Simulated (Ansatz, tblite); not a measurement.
**In10N11 wurtzite off rod (In₁₀N₁₁H₂₈+): a ladder of methods and basis sets**

How do method and basis change the picture of In10N11 wurtzite off rod (In₁₀N₁₁H₂₈+) (singlet)?

Program: Ansatz 0.2.0, Gaussian basis. Level of theory: as each input shows. These are calculated values, not measurements.

Plan: GFN1-xTB, GFN2-xTB, PBE-D4/def2-SVP, r2SCAN-D4/def2-SVP, r2SCAN0-D4/def2-SVP, LDA/def2-SVP, r2SCANh-D4/def2-SVP, r2SCAN-D4/def2-mTZVP, MP2/def2-SVP, RPA/def2-SVP.

4 further runs of the same task are left out: 4 set aside as unsound or not needed.

## Step 1: The geometry

The singlet was relaxed beforehand with r2SCAN-D4/def2-SVP.

49 atoms, charge 1, spin multiplicity 1.

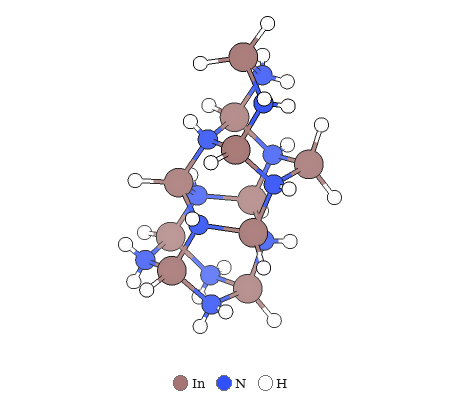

The structure; indium brown, nitrogen blue, hydrogen white.

In takes a core potential in the def2 sets. No spin-orbit coupling is included. The ion is computed in the gas phase, without counter-ions or solvent.

PBE0-D4/def2-SVP was run before; its log isn't repeated, and its numbers join the tables.

## Step 2: GFN1-xTB

Tight binding, by tblite at 300 K electronic temperature and without a spin-polarisation term:

```python
tblite.interface.Calculator('GFN1-xTB', numbers, positions, charge=1, uhf=0).singlepoint()
```

Energy -1781.5192 eV, HOMO -10.81 eV, LUMO -7.52 eV; 0.21 s.

## Step 3: GFN2-xTB

Tight binding, by tblite at 300 K electronic temperature and without a spin-polarisation term:

```python
tblite.interface.Calculator('GFN2-xTB', numbers, positions, charge=1, uhf=0).singlepoint()
```

Energy -1586.2225 eV, HOMO -13.31 eV, LUMO -10.43 eV; 0.18 s.

## Step 4: PBE-D4/def2-SVP

start.molden holds the orbitals of an earlier run on this state, given as this run's starting guess.

Contents of in.yaml:

```yaml
crystal:
  periodic: [false, false, false]
  atoms:
    - {symbol: In, position_ang: [0.197323, -2.137012, -3.360147]}
    - {symbol: N, position_ang: [-1.474512, -0.846014, -4.050759]}
    - {symbol: N, position_ang: [0.181341, -1.843639, -1.237459]}
    - {symbol: In, position_ang: [-1.708899, -0.984636, -0.534324]}
    - {symbol: In, position_ang: [0.171047, -2.064854, 2.313893]}
    - {symbol: N, position_ang: [-1.511294, -0.872541, 1.614045]}
    - {symbol: N, position_ang: [0.174646, -1.761149, 4.484047]}
    - {symbol: In, position_ang: [-1.758484, -1.018340, 5.357681]}
    - {symbol: In, position_ang: [-1.753568, 1.246567, -3.356578]}
    - {symbol: N, position_ang: [-1.505533, 1.082620, -1.234417]}
    - {symbol: In, position_ang: [-1.698788, 1.179824, 2.317180]}
    - {symbol: N, position_ang: [-1.431397, 1.027656, 4.486757]}
    - {symbol: N, position_ang: [1.874144, -0.847173, -4.036895]}
    - {symbol: In, position_ang: [2.071767, -0.976196, -0.520747]}
    - {symbol: N, position_ang: [1.850402, -0.893273, 1.614438]}
    - {symbol: In, position_ang: [2.158542, 1.247765, -3.345662]}
    - {symbol: N, position_ang: [0.202301, 2.052573, -4.033593]}
    - {symbol: N, position_ang: [1.879790, 1.084594, -1.232970]}
    - {symbol: In, position_ang: [0.193341, 2.282454, -0.517516]}
    - {symbol: In, position_ang: [2.018032, 1.160566, 2.439360]}
    - {symbol: N, position_ang: [0.156260, 2.046472, 1.617355]}
    - {symbol: H, position_ang: [0.199924, -3.683650, -4.097285]}
    - {symbol: H, position_ang: [-2.339757, -1.345132, -3.810290]}
    - {symbol: H, position_ang: [-1.479301, -0.847615, -5.076981]}
    - {symbol: H, position_ang: [0.183729, -2.801072, -0.856683]}
    - {symbol: H, position_ang: [-3.088308, -1.779265, -1.215747]}
    - {symbol: H, position_ang: [0.102726, -3.728392, 1.850847]}
    - {symbol: H, position_ang: [-2.343605, -1.352517, 1.984689]}
    - {symbol: H, position_ang: [0.435842, -2.635624, 4.950285]}
    - {symbol: H, position_ang: [0.913544, -1.096199, 4.739066]}
    - {symbol: H, position_ang: [-2.985441, -1.723832, 4.365430]}
    - {symbol: H, position_ang: [-1.554900, -0.902807, 7.057940]}
    - {symbol: H, position_ang: [-3.091488, 2.024616, -4.091472]}
    - {symbol: H, position_ang: [-2.332424, 1.564002, -0.852057]}
    - {symbol: H, position_ang: [-3.172900, 1.955390, 1.856865]}
    - {symbol: H, position_ang: [-2.055660, 1.692057, 4.954930]}
    - {symbol: H, position_ang: [-0.484891, 1.332266, 4.740737]}
    - {symbol: H, position_ang: [1.889617, -0.852805, -5.063050]}
    - {symbol: H, position_ang: [2.735620, -1.347587, -3.785478]}
    - {symbol: H, position_ang: [3.439090, -1.777453, -1.222934]}
    - {symbol: H, position_ang: [2.686972, -1.370494, 1.978047]}
    - {symbol: H, position_ang: [3.494780, 2.019183, -4.088784]}
    - {symbol: H, position_ang: [0.204234, 2.070891, -5.059715]}
    - {symbol: H, position_ang: [0.201085, 3.048327, -3.780123]}
    - {symbol: H, position_ang: [2.696252, 1.554830, -0.815515]}
    - {symbol: H, position_ang: [0.184583, 3.868261, -1.217420]}
    - {symbol: H, position_ang: [1.762701, 1.010948, 4.158508]}
    - {symbol: H, position_ang: [3.348515, 1.928344, 1.630277]}
    - {symbol: H, position_ang: [0.163012, 3.009088, 1.982224]}
basis:
  gaussian: {orbitals: def2-SVP, fitting: {mean_field: def2-universal-jkfit}, initial_orbitals: start.molden}
total_charge: 1
hamiltonian: {xc: pbe, dispersion: d4}
scf: {omitted_lower_state_checks: [starts]}
output: {forces: true, orbitals: {seedname: orbitals}}
```

The run is started by

```
> ansatz run in.yaml --threads 2 --pin off --events-out ev --progress --plain --max-ram 32768MiB --backend cuda --devices 0, --max-vram 18GiB
```

After this run come: r2SCAN-D4/def2-SVP; r2SCAN0-D4/def2-SVP; LDA/def2-SVP; r2SCANh-D4/def2-SVP; r2SCAN-D4/def2-mTZVP; MP2/def2-SVP; RPA/def2-SVP.

Before running them: what should the planned runs give, taken together? Wanted: gap in def2-SVP, named functionals, smallest and largest; correlation energy, MP2/def2-SVP.

As calculated:

```
                                                quantity                                value
gap in def2-SVP, named functionals, smallest and largest  4.06 eV (LDA), 6.45 eV (r2SCAN0-D4)
                        correlation energy, MP2/def2-SVP                            -79.72 eV
```

**Reading.** Orbital gaps of the named functionals in def2-SVP span 4.06 eV (LDA) to 6.45 eV (r2SCAN0-D4); exact exchange widens it.
